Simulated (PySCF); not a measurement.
# C2H5ClSi2: NMR shielding calculation

- system: C2H5ClSi2, SMILES [SiH3]C#C[SiH2]Cl
- method: GIAO PBE0/6-31G NMR shielding, non-relativistic, gas phase (PySCF 2.14.0)

The geometry comes from this level: PBE0-D3(BJ)/def2-SVP. Figures and captions count atoms from 1; the log counts them from 0 in places.

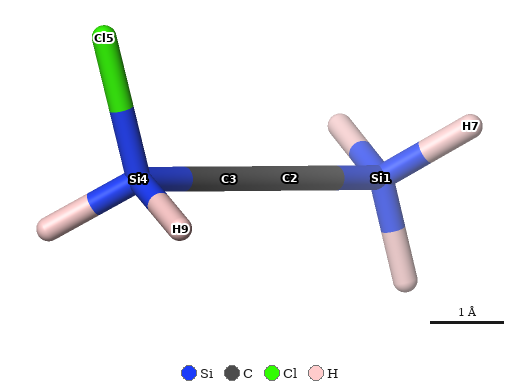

**Figure 1.** The structure (stick view, seen at a tilt; atoms are numbered from 1 in the order of the input). Bond lengths as drawn: Cl–Si 2.07 Å, C–C 1.22 Å, C–Si 1.83 to 1.84 Å and H–Si 1.49 Å.

### Key numbers

| quantity | value |
| --- | --- |
| outcome | converged |
| total energy | −1117.727808 hartree |
| HOMO | −8.29 eV |
| LUMO | −1.04 eV |
| dipole moment | 2.61 D |
| isotropic shielding, Si | 457.6 to 510.4 ppm |
| isotropic shielding, C | 90.6 to 93.7 ppm |
| isotropic shielding, Cl | 1032.0 ppm |
| isotropic shielding, H | 27.6 to 28.6 ppm |
| hardware | 1 CPU thread, shared host |
| wall time | 5 s |
| peak memory | 1.2 GiB |

### Input
```
{"job": {"kind": "nmr", "xc": "PBE0", "basis": "6-31G", "pop": true}, "charge": 0, "multiplicity": 1}
Si     0.497035     0.637891     1.436096
C     -1.328845     0.462913     1.304345
C     -2.544445     0.346840     1.215888
Si    -4.359482     0.171728     1.089704
Cl    -5.224198     0.668783     2.898473
H      0.829277     2.048221     1.785872
H      1.000703    -0.280212     2.496823
H      1.112872     0.283098     0.125479
H     -4.702758    -1.239230     0.774012
H     -4.877508     1.095347     0.047129
```

The first line tells a small driver script what to run in PySCF; the rest is the geometry in Å.

### What the program printed
```
coarse grid: 10144 points
cycle   1  E = -1117.7416621707  dE =  3.488e-01  |g| = 3.461e-01  |ddm| = 2.992e+00
cycle   2  E = -1117.7440823338  dE = -2.420e-03  |g| = 3.503e-01  |ddm| = 1.140e+00
cycle   3  E = -1117.7854155337  dE = -4.133e-02  |g| = 5.818e-02  |ddm| = 5.498e-01
cycle   4  E = -1117.7859231246  dE = -5.076e-04  |g| = 3.948e-02  |ddm| = 8.025e-02
cycle   5  E = -1117.7863220227  dE = -3.989e-04  |g| = 4.142e-03  |ddm| = 3.554e-02
cycle   6  E = -1117.7863286224  dE = -6.600e-06  |g| = 3.690e-04  |ddm| = 7.242e-03
final grid: 84880 points
cycle   7  E = -1117.7278040713  dE = -5.354e-06  |g| = 3.309e-03  |ddm| = 1.128e-02
cycle   8  E = -1117.7278037946  dE =  2.766e-07  |g| = 3.439e-03  |ddm| = 8.394e-03
cycle   9  E = -1117.7278078087  dE = -4.014e-06  |g| = 3.624e-04  |ddm| = 4.374e-03
cycle  10  E = -1117.7278078359  dE = -2.727e-08  |g| = 1.624e-04  |ddm| = 4.364e-04
cycle  11  E = -1117.7278078428  dE = -6.874e-09  |g| = 2.888e-05  |ddm| = 1.693e-04
cycle  12  E = -1117.7278078431  dE = -2.560e-10  |g| = 5.468e-06  |ddm| = 4.685e-05
```

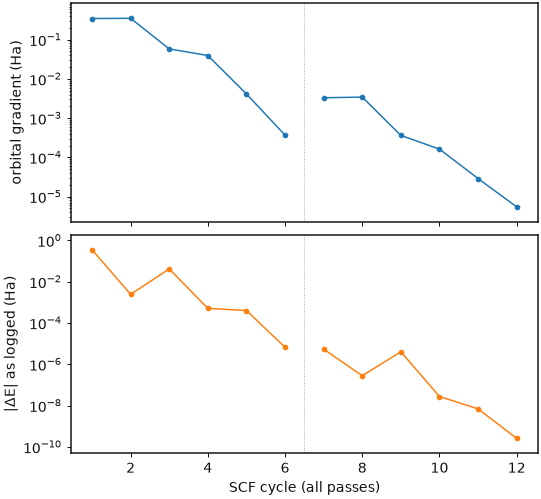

**Figure 2.** Convergence of the self-consistent field: orbital gradient and size of the energy change against the SCF cycle. The dotted line marks the change from a coarse to the final integration grid. The first 6 cycles use a coarse grid, the final grid takes over at cycle 7, and the field converges after 12 cycles in all.

```
converged SCF energy = -1117.7278078431

GIAO shielding tensors (ppm)
atom      isotropic    diamagn.    paramagn.     s11        s22        s33       span
  0 Si     510.361     881.900    -371.540    500.342    501.602    529.138     28.796
  1 C       90.619     274.882    -184.263      7.802      8.974    255.081    247.279
  2 C       93.678     277.224    -183.546      2.313     11.828    266.892    264.579
  3 Si     457.592     880.302    -422.710    430.062    437.890    504.823     74.761
  4 Cl    1032.041    1144.493    -112.452    971.901   1016.723   1107.498    135.596
  5 H       28.509      28.194       0.315     24.750     26.986     33.791      9.041
  6 H       28.509      28.365       0.144     24.749     26.987     33.792      9.042
  7 H       28.569      29.768      -1.198     24.873     26.964     33.871      8.998
  8 H       27.594      28.039      -0.445     23.327     25.794     33.661     10.335
  9 H       27.595      27.880      -0.284     23.329     25.794     33.663     10.334
```

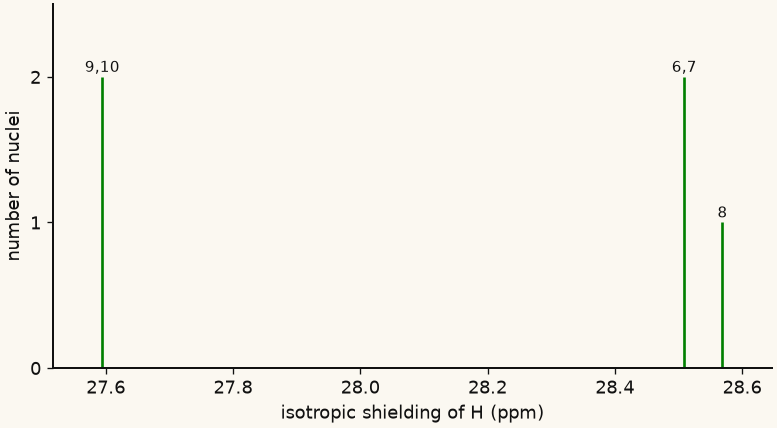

**Figure 3.** Isotropic shieldings of the hydrogen nuclei in this fixed geometry, labelled by atom number; shielding grows to the right, so chemical shift grows to the left. The least shielded is H9 (27.6 ppm), the most shielded H8 (28.6 ppm).
